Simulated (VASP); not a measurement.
# RbTe2: structure and properties in VASP, part 3 of 3

Wanted: the relaxed cell of RbTe2 and its properties. The cell is invented: it takes the structure of a Materials Project entry for CuTe2 (space group 164 there), with some of its atoms replaced by other elements, volume scaled by an estimate. It may not be a known or stable phase.

VASP 6.6.1; MS2; plane waves and PAW (Te, Rb_sv); invented cell.

Still holding for the runs below: This run has no spin polarisation. Its electron count is odd, so without a moment it is a metal by construction. The k-mesh is coarse for a metal.

So far. Step 4 (Second relaxation): It ends with forces that vanish by symmetry and a pressure of 0.00 GPa. The volume moved by under 0.01 %: the run met its threshold at the first step. Step 5 (Single point with fields (MS2)): In this run the pressure is 0.00 GPa, small enough to go on. The relaxed cell has a = 6.234, c = 3.031 Å (conventional setting).

### Step 6. Bands along the symmetry lines (MS2)

Levels along the symmetry lines show where the bands peak and cross; KPOINTS_OPT computes them in the converged potential.

Contents of INCAR:

```
SYSTEM = RbTe2
PREC = Accurate
ENCUT = 400
EDIFF = 1E-06
NELM = 100
ISMEAR = 0
SIGMA = 0.05
LREAL = .FALSE.
ALGO = Normal
METAGGA = MS2
LASPH = .TRUE.
NBANDS = 23
LORBIT = 11
LWAVE = .FALSE.
LCHARG = .FALSE.
```

Contents of POSCAR:

```
RbTe2
1.0
    6.2335495478      0.0000000000      0.0000000000
   -3.1167747739      5.3984122675      0.0000000000
    0.0000000000      0.0000000000      3.0310259800
Te Rb
2 1
Direct
    0.3333333330      0.6666666670      0.5000000000
    0.6666666670      0.3333333330      0.5000000000
    0.0000000000      0.0000000000      0.0000000000
```

Contents of KPOINTS:

```
Automatic mesh
0
Gamma
4 4 7
0 0 0
```

Contents of KPOINTS_OPT:

```
Line mode
16
Line-mode
Reciprocal
  0.00000000   0.00000000   0.00000000 GAMMA
  0.50000000   0.00000000   0.00000000 M

  0.50000000   0.00000000   0.00000000 M
  0.33333333   0.33333333   0.00000000 K

  0.33333333   0.33333333   0.00000000 K
  0.00000000   0.00000000   0.00000000 GAMMA

  0.00000000   0.00000000   0.00000000 GAMMA
  0.00000000   0.00000000   0.50000000 A

  0.00000000   0.00000000   0.50000000 A
  0.50000000   0.00000000   0.50000000 L

  0.50000000   0.00000000   0.50000000 L
  0.33333333   0.33333333   0.50000000 H

  0.33333333   0.33333333   0.50000000 H
  0.00000000   0.00000000   0.50000000 A

  0.50000000   0.00000000   0.50000000 L
  0.50000000   0.00000000   0.00000000 M

  0.33333333   0.33333333   0.00000000 K
  0.33333333   0.33333333   0.50000000 H
```

Potentials, in the order of the species: Te and Rb_sv (PBE family, release 64).

Started as:

```sh
> mpirun -np 1 vasp_std
```

Output:

```text
[... set-up lines as in an earlier step ...]
 entering main loop
       N       E                     dE             d eps       ncg     rms          rms(c)
DAV:   1     0.588436735757E+02    0.58844E+02   -0.65677E+03   736   0.581E+02
DAV:   2    -0.126244434375E+02   -0.71468E+02   -0.69113E+02   925   0.119E+02
DAV:   3    -0.169175389680E+02   -0.42931E+01   -0.42213E+01  1177   0.270E+01
DAV:   4    -0.169960350997E+02   -0.78496E-01   -0.77986E-01   834   0.397E+00
DAV:   5    -0.169972196521E+02   -0.11846E-02   -0.11813E-02  1051   0.455E-01    0.130E+01
DAV:   6    -0.570218919631E-01    0.16940E+02   -0.36513E+01  1029   0.171E+01    0.625E+00
DAV:   7    -0.137905964238E+01   -0.13220E+01   -0.62713E+00   958   0.775E+00    0.471E+00
DAV:   8    -0.707574735159E+00    0.67148E+00   -0.40677E-01  1148   0.306E+00    0.218E+00
DAV:   9    -0.620642382702E+00    0.86932E-01   -0.23855E-01  1015   0.199E+00    0.122E+00
DAV:  10    -0.626622338366E+00   -0.59800E-02   -0.25302E-02  1174   0.773E-01    0.740E-01
DAV:  11    -0.625018515307E+00    0.16038E-02   -0.10134E-02  1103   0.547E-01    0.146E-01
DAV:  12    -0.625126495422E+00   -0.10798E-03   -0.31931E-04  1063   0.103E-01    0.124E-01
DAV:  13    -0.625085148337E+00    0.41347E-04   -0.49137E-05  1114   0.396E-02    0.368E-02
DAV:  14    -0.625077072415E+00    0.80759E-05   -0.28280E-05  1063   0.229E-02    0.957E-03
DAV:  15    -0.625079653722E+00   -0.25813E-05   -0.22558E-06   928   0.884E-03    0.382E-03
DAV:  16    -0.625079506977E+00    0.14675E-06   -0.12785E-07   522   0.186E-03
   1 F= -.62507951E+00 E0= -.62321380E+00  d E =-.373142E-02
 Start KPOINTS_OPT (optional k-point list driver)
k-point batch [1-16\144]
       N       E                     dE             ncg
DAV:   1    -0.396360779832E+03   -0.24089E+04      736
DAV:   2    -0.163551995201E+04   -0.12392E+04      932
DAV:   3    -0.170128145866E+04   -0.65762E+02      995
DAV:   4    -0.170349295030E+04   -0.22115E+01     1084
DAV:   5    -0.170351213141E+04   -0.19181E-01      980
DAV:   6    -0.170351257145E+04   -0.44004E-03     1028
DAV:   7    -0.170351257379E+04   -0.23380E-05      924
DAV:   8    -0.170351257383E+04   -0.45449E-07      613
[...]
k-point batch [129-144\144]
       N       E                     dE             ncg
DAV:   1    -0.337880456253E+03   -0.83119E+04      736
DAV:   2    -0.158271426425E+04   -0.12448E+04     1000
DAV:   3    -0.165179626481E+04   -0.69082E+02      950
DAV:   4    -0.165389187262E+04   -0.20956E+01     1106
DAV:   5    -0.165391067208E+04   -0.18799E-01      957
DAV:   6    -0.165391116687E+04   -0.49479E-03     1100
DAV:   7    -0.165391116922E+04   -0.23462E-05      878
DAV:   8    -0.165391116927E+04   -0.45977E-07      606
```

It took 11 min on 1 MPI rank of AMD EPYC 7R43, shared host; peak memory 0.15 GiB.

OUTCAR, selected parts (step 6):

```text
   k-points           NKPTS =     16   k-points in BZ     NKDIM =     16   number of bands    NBANDS=     23

   NELECT =      21.0000    total number of electrons

 E-fermi :   4.2151

 k-point     1 :       0.0000    0.0000    0.0000
  band No.  band energies     occupation
    ...
      6      -6.6852      2.00000
      7       0.4125      2.00000
      8       0.4125      2.00000
      9       2.9130      2.00000
     10       2.9130      2.00000
     11       7.1869      0.00000
     12       8.1583      0.00000
     13       9.1804      0.00000
     14       9.4014      0.00000
     15      11.5632      0.00000
    ...

  Total        0.0119238      0.0119238     -0.0226114      0.0000000      0.0000000      0.0000000
  in kB        0.1872990      0.1872990     -0.3551784      0.0000000      0.0000000      0.0000000
  external PRESSURE =       0.0064732 kB  Pullay stress =       0.0000000 kB

 POSITION                                       TOTAL-FORCE (eV/Angst)
 -----------------------------------------------------------------------------------
     -0.00000      3.59894      1.51551        -0.000000      0.000000     -0.000000
      3.11677      1.79947      1.51551         0.000000     -0.000000      0.000000
      0.00000      0.00000      0.00000        -0.000000      0.000000      0.000000
 -----------------------------------------------------------------------------------
    total drift:                                0.000000     -0.000000     -0.000000

  FREE ENERGIE OF THE ION-ELECTRON SYSTEM (eV)
  ---------------------------------------------------
  free  energy   TOTEN  =        -0.6250795070 eV

  energy  without entropy=       -0.6213480910  energy(sigma->0) =       -0.62321380

[... 8 parts as in an earlier step ...]

[... 8 further parts left out ...]
```

Spin-orbit coupling is off here; with elements this heavy it splits and shifts levels by tenths of an eV or more.

Numbers from this step:

```
bands    : 23
pressure : 6.47e-4 GPa
```

The electronic bands at the labelled points (eV, zero at the Fermi level; # counts the bands kept, so #1 is VASP's band 6):

```tsv
point	#2	#3	#4	#5	#6	#7	#8	#9
Γ	-3.80	-3.80	-1.30	-1.30	2.97	3.94	4.97	5.19
M	-3.83	-3.45	-1.43	-0.85	3.39	4.21	4.58	4.64
K	-4.34	-2.33	-2.33	-0.20	3.13	4.38	4.38	4.51
Γ	-3.80	-3.80	-1.30	-1.30	2.97	3.94	4.97	5.19
A	-5.10	-3.86	-1.50	-1.50	0.08	0.08	3.58	3.58
L	-4.64	-4.35	-2.02	-1.02	0.54	1.37	3.69	3.94
H	-4.49	-4.49	-1.94	-0.47	-0.47	1.80	3.00	4.97
A	-5.10	-3.86	-1.50	-1.50	0.08	0.08	3.58	3.58
jump to L	-4.64	-4.35	-2.02	-1.02	0.54	1.37	3.69	3.94
M	-3.83	-3.45	-1.43	-0.85	3.39	4.21	4.58	4.64
jump to K	-4.34	-2.33	-2.33	-0.20	3.13	4.38	4.38	4.51
H	-4.49	-4.49	-1.94	-0.47	-0.47	1.80	3.00	4.97
```

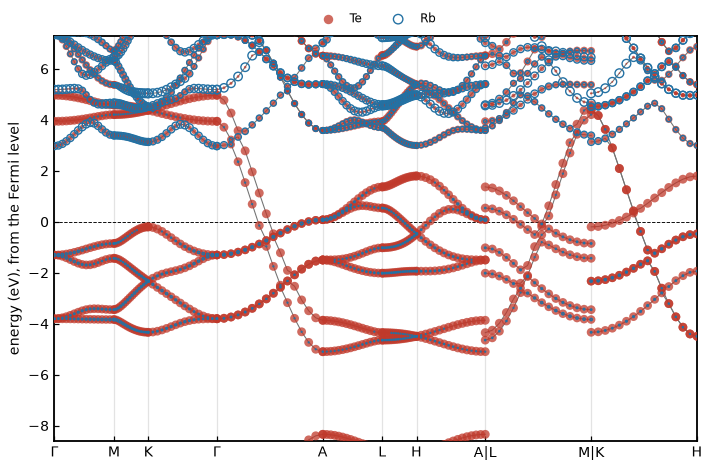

Electronic bands along the path; dots are coloured as in the legend, and their area grows with the weight.

There is no gap at this level.

### Step 7. Density of states (MS2)

Here the states are counted by energy and projected on the atoms. The mesh is finer than in the run before.

Changes to INCAR since step 6:

```diff
@@ -5,3 +5,3 @@
 NELM = 100
-ISMEAR = 0
+ISMEAR = -5
 SIGMA = 0.05
@@ -15 +15,2 @@
 LCHARG = .FALSE.
+NEDOS = 2001
```

POSCAR is that of step 6.

Contents of KPOINTS:

```
Automatic mesh
0
Gamma
6 6 11
0 0 0
```

Started as:

```sh
> mpirun -np 1 vasp_std
```

Output:

```text
[... set-up lines as in an earlier step ...]
 entering main loop
       N       E                     dE             d eps       ncg     rms          rms(c)
DAV:   1     0.595045006163E+02    0.59505E+02   -0.64998E+03  1932   0.578E+02
DAV:   2    -0.123933656208E+02   -0.71898E+02   -0.69541E+02  2579   0.120E+02
DAV:   3    -0.168266914209E+02   -0.44333E+01   -0.43529E+01  3046   0.274E+01
DAV:   4    -0.168846691632E+02   -0.57978E-01   -0.57299E-01  2269   0.344E+00
DAV:   5    -0.168854838158E+02   -0.81465E-03   -0.77648E-03  2668   0.387E-01    0.129E+01
DAV:   6     0.141369892707E+00    0.17027E+02   -0.35339E+01  2757   0.169E+01    0.608E+00
DAV:   7    -0.120031312117E+01   -0.13417E+01   -0.62923E+00  2505   0.782E+00    0.459E+00
DAV:   8    -0.566100115158E+00    0.63421E+00   -0.38729E-01  3023   0.302E+00    0.216E+00
DAV:   9    -0.484299507668E+00    0.81801E-01   -0.23822E-01  2696   0.199E+00    0.119E+00
DAV:  10    -0.490744114189E+00   -0.64446E-02   -0.24035E-02  3016   0.742E-01    0.717E-01
DAV:  11    -0.489341047822E+00    0.14031E-02   -0.82450E-03  2827   0.497E-01    0.127E-01
DAV:  12    -0.489557495826E+00   -0.21645E-03   -0.37332E-04  3008   0.874E-02    0.123E-01
DAV:  13    -0.489489107023E+00    0.68389E-04   -0.68671E-05  2803   0.458E-02    0.297E-02
DAV:  14    -0.489492270027E+00   -0.31630E-05   -0.25329E-05  2943   0.209E-02    0.690E-03
DAV:  15    -0.489492216997E+00    0.53030E-07   -0.15460E-06  2298   0.765E-03
   1 F= -.48949222E+00 E0= -.48949222E+00  d E =0.000000E+00
 -----------------------------------------------------------------------------
|                                                                             |
|           W    W    AA    RRRRR   N    N  II  N    N   GGGG   !!!           |
|           W    W   A  A   R    R  NN   N  II  NN   N  G    G  !!!           |
|           W    W  A    A  R    R  N N  N  II  N N  N  G       !!!           |
|           W WW W  AAAAAA  RRRRR   N  N N  II  N  N N  G  GGG   !            |
|           WW  WW  A    A  R   R   N   NN  II  N   NN  G    G                |
|           W    W  A    A  R    R  N    N  II  N    N   GGGG   !!!           |
|                                                                             |
|     Tetrahedron method does not include variations of the Fermi             |
|     occupations, so forces and stress will be inaccurate. We suggest        |
|     using a different smearing scheme ISMEAR = 1 or 2 for metals in         |
|     relaxations.                                                            |
|                                                                             |
 -----------------------------------------------------------------------------
```

Run time: 6.7 min. Hardware: 1 MPI rank; peak memory 0.18 GiB.

Parts of OUTCAR (step 7):

```text
   k-points           NKPTS =     42   k-points in BZ     NKDIM =     42   number of bands    NBANDS=     23

   NELECT =      21.0000    total number of electrons

 E-fermi :   4.3448

 k-point     1 :       0.0000    0.0000    0.0000
  band No.  band energies     occupation
    ...
      6      -6.7040      2.00000
      7       0.4107      2.00000
      8       0.4107      2.00000
      9       2.9095      2.00000
     10       2.9095      2.00000
     11       7.1962      0.00000
     12       8.1400      0.00000
     13       9.1578      0.00000
     14       9.4110      0.00000
     15      11.5724      0.00000
    ...

  Total        0.0799944      0.0799944      0.0931468      0.0000000     -0.0000000     -0.0000000
  in kB        1.2565474      1.2565474      1.4631455      0.0000000     -0.0000000     -0.0000000
  external PRESSURE =       1.3254134 kB  Pullay stress =       0.0000000 kB

 POSITION                                       TOTAL-FORCE (eV/Angst)
 -----------------------------------------------------------------------------------
     -0.00000      3.59894      1.51551         0.000000      0.000000     -0.000000
      3.11677      1.79947      1.51551         0.000000     -0.000000      0.000000
      0.00000      0.00000      0.00000        -0.000000      0.000000     -0.000000
 -----------------------------------------------------------------------------------
    total drift:                                0.000000     -0.000000     -0.000000

  FREE ENERGIE OF THE ION-ELECTRON SYSTEM (eV)
  ---------------------------------------------------
  free  energy   TOTEN  =        -0.4894922170 eV

  energy  without entropy=       -0.4894922170  energy(sigma->0) =       -0.48949222

[... 6 parts as in an earlier step ...]

[... 10 further parts left out ...]
```

With tetrahedra the forces and stress of a metal are not exact derivatives of the energy.

This step gave:

| Quantity | Value |
| --- | --- |
| SCF cycles | 15 |
| irreducible k-points | 42 |
| free energy (TOTEN) | -0.4895 eV |
| Fermi energy | 4.345 eV |
| pressure | 0.1325 GPa |
| DOS at the Fermi level | 1.649 states/eV/cell |

The density of states has structure finer than the step of the table below, so its rows give means over 1 eV, whole bins alone (the curve runs from -12.0 to 5.86 eV). Peaks (eV: height): total -11.9: 28.6, -11.3: 4.67, -1.7: 3.97, 4.5: 4.95; Te p -3.9: 0.999, -3.4: 1.09, -2.1: 1.18, -1.7: 1.67; Te s -11.6: 0.848, -11.3: 1.62, -11.1: 1.27, -9.8: 0.954; Rb p -11.9: 25.3.

States under -12.0 eV and over 5.9 eV are left out; flat bands give spikes narrower than the energy grid, so sums over such rows miss the true count of states. Density of states against energy, zero at the Fermi level; means over each step; values in states/eV/cell:

```tsv
energy (eV)	total	Te p	Te s	Rb p
-11	2.24	0.0196	1.03	0.654
-10	1.20	0.0206	0.809	0.0199
-9	0.478	0.00629	0.353	7.2e-4
-8	0	0	0	0
-7	0	0	0	0
-6	0	0	0	0
-5	0.252	0.106	0.00397	0.00138
-4	1.64	0.642	0.0217	0.0129
-3	1.94	0.757	0.0387	0.0183
-2	2.31	0.955	0.0448	0.0140
-1	1.99	0.875	0.0492	0.0146
0	1.66	0.776	0.0301	0.00714
1	0.950	0.494	0.0191	9.4e-4
2	0.334	0.174	0.0141	2.0e-4
3	0.728	0.251	0.0152	0.00112
4	2.37	0.326	0.0373	0.0195
5	3.82	0.226	0.0658	0.0492
```

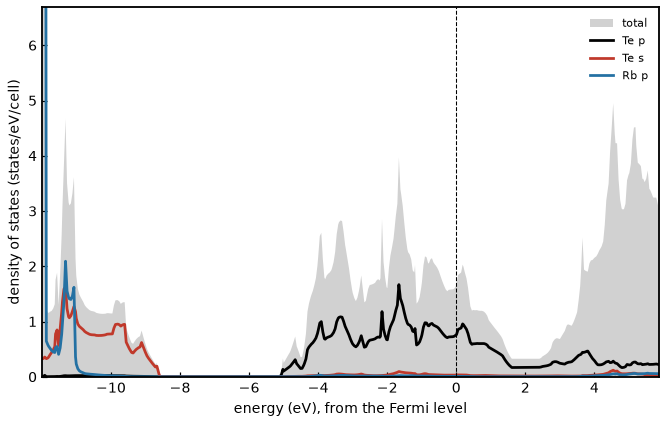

Density of states, plotted against energy. The peaks of deep states run off the scale.

The finer mesh and the other smearing move the Fermi level by +0.13 eV from the 4×4×7 run, one measure of the sampling error in the zero of the bands above. Of the states within 0.3 eV of the Fermi level, the largest shares in the PAW spheres are Te p 47 %. The rest lies in smaller channels or between the spheres.

### Step 8. Elastic constants (MS2)

IBRION = 6 with ISIF = 3 strains the cell both ways at fixed fractional positions, and adds the ions' share afterwards from the force constants. Stress converges slowly with the basis, so the cutoff is raised.

Contents of INCAR:

```
SYSTEM = RbTe2
PREC = Accurate
ENCUT = 500
EDIFF = 1E-07
NELM = 100
ISMEAR = 0
SIGMA = 0.05
LREAL = .FALSE.
ALGO = Normal
METAGGA = MS2
LASPH = .TRUE.
NBANDS = 16
LORBIT = 11
LWAVE = .FALSE.
LCHARG = .FALSE.
IBRION = 6
NFREE = 2
POTIM = 0.015
ISIF = 3
NSW = 1
```

POSCAR is that of step 7.

Contents of KPOINTS:

```
Automatic mesh
0
Gamma
4 4 7
0 0 0
```

Started as:

```sh
> mpirun -np 1 vasp_std
```

Output:

```text
[... set-up lines as in an earlier step ...]
 entering main loop
       N       E                     dE             d eps       ncg     rms          rms(c)
DAV:   1     0.837925389008E+02    0.83793E+02   -0.78071E+03   512   0.100E+03
DAV:   2    -0.106592368250E+02   -0.94452E+02   -0.92738E+02   688   0.172E+02
DAV:   3    -0.168889825320E+02   -0.62297E+01   -0.61716E+01   808   0.443E+01
DAV:   4    -0.169951597674E+02   -0.10618E+00   -0.10386E+00   560   0.633E+00
[...]
DAV:  15    -0.624991360620E+00   -0.12949E-05   -0.16061E-06   664   0.962E-03    0.293E-03
DAV:  16    -0.624991686184E+00   -0.32556E-06   -0.30470E-07   728   0.337E-03    0.828E-04
DAV:  17    -0.624991709674E+00   -0.23490E-07   -0.14295E-08   464   0.922E-04
   1 F= -.62499171E+00 E0= -.62312645E+00  d E =-.373052E-02
[... from here on, the cycles between the ionic steps are left out ...]
   2 F= -.62235531E+00 E0= -.62079777E+00  d E =-.311509E-02
   3 F= -.62173223E+00 E0= -.62022952E+00  d E =-.300541E-02
   4 F= -.62247491E+00 E0= -.62105174E+00  d E =-.284634E-02
   5 F= -.62164977E+00 E0= -.62007491E+00  d E =-.314973E-02
   6 F= -.61375366E+00 E0= -.61179137E+00  d E =-.392459E-02
   7 F= -.61285331E+00 E0= -.61094031E+00  d E =-.382600E-02
   8 F= -.62471028E+00 E0= -.62315224E+00  d E =-.311608E-02
   9 F= -.62471019E+00 E0= -.62315213E+00  d E =-.311612E-02
  10 F= -.62429456E+00 E0= -.62244940E+00  d E =-.369031E-02
  11 F= -.62429460E+00 E0= -.62244944E+00  d E =-.369031E-02
  12 F= -.62428902E+00 E0= -.62244355E+00  d E =-.369094E-02
[...]
hard stop encountered!  aborting job ...
[...]
|     The electronic self-consistency was not achieved in the given           |
[...]
soft stop encountered!  aborting job ...
  13 F= -.62419445E+00 E0= -.62234895E+00  d E =-.369100E-02
 deleting file STOPCAR
```

The job ended after 39 min (1 MPI rank; peak memory 0.27 GiB).

The run was stopped at its time limit, by a STOPCAR file.

More ranks or a longer limit would be the way on.

### Step 9. What came out

```
relaxed volume                            : 34.00 Å³/atom
relaxed conventional cell a, b, c         : 6.234, 6.234, 3.031 Å; angles 90.0, 90.0, 120.0°
space group after relaxing, within 0.02 Å : P6/mmm (No. 191)
band gap                                  : none, a metal
DOS at the Fermi level                    : 1.65 states/eV/cell
```

In words: With MS2, RbTe2 relaxes to 34.00 Å³/atom in space group P6/mmm (held by the symmetry of the run) and comes out as a metal. Not obtained: elastic constants (MS2), because the run hit its time limit. Bands along the symmetry lines (MS2): Of the bands kept, 3 cross the Fermi level on this path. Spin-orbit coupling is left out, and with elements this heavy it would split and shift bands near the Fermi level. The k-sampling is coarse for a metal, so the Fermi level, pressures and the shape of the cell carry errors. With an odd electron count and no spin the cell is a metal by construction. No search among competing phases was made. All values are for a static lattice at zero temperature.

[Lines on the potential files, build, host, timing and source positions are cut from VASP's logs without a mark.]

[Logs are printed without paths, hosts, clocks, repeated set-up lines and the standing remarks that a program may print on its own settings, such as how far it seeks lower states.]

[Hosts, paths, dates, database ids (printed as entryN), source tags and the programs' standing remarks are cut or masked in the printed files.]

[A measured line is paired with the nearest computed mode of its activity, which favours agreement.]
